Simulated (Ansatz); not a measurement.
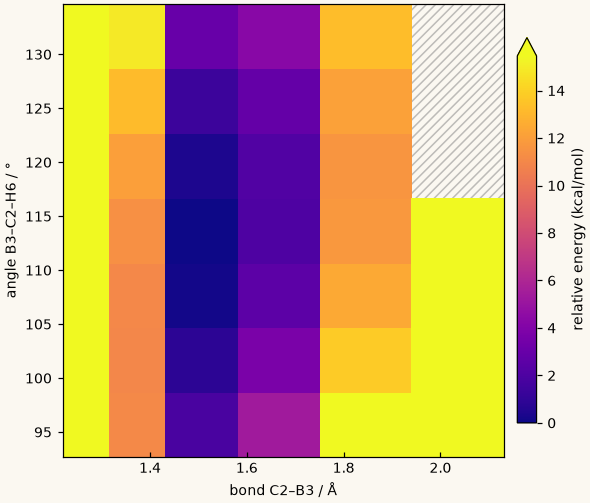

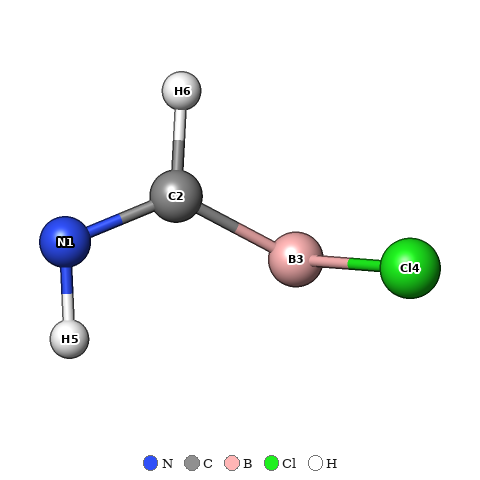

Energy landscape of CH2BClN, charge −1. Two internal coordinates are moved rigidly from the geometry relaxed at PBE0-D4/def2-TZVP, all others fixed. The first coordinate is: bond C2–B3; the second: angle B3–C2–H6. The grid has 6 × 7 points. At 3 points there is no value. Energies are in kcal/mol, from the lowest grid point. All numbers below come from RKS PBE-D4/def2-TZVPPD in Ansatz.

In the figure: one coloured cell a grid point, one colour for all values above the top of the scale, hatched blanks where no value was computed. The second picture is the structure at the lowest point.

### What does the map say about the system?

The lowest grid point is at bond C2–B3 = 1.500 Å, angle B3–C2–H6 = 113.7°. The highest grid point, bond C2–B3 = 1.267 Å, angle B3–C2–H6 = 131.7°, lies 36.6 kcal/mol above the lowest.
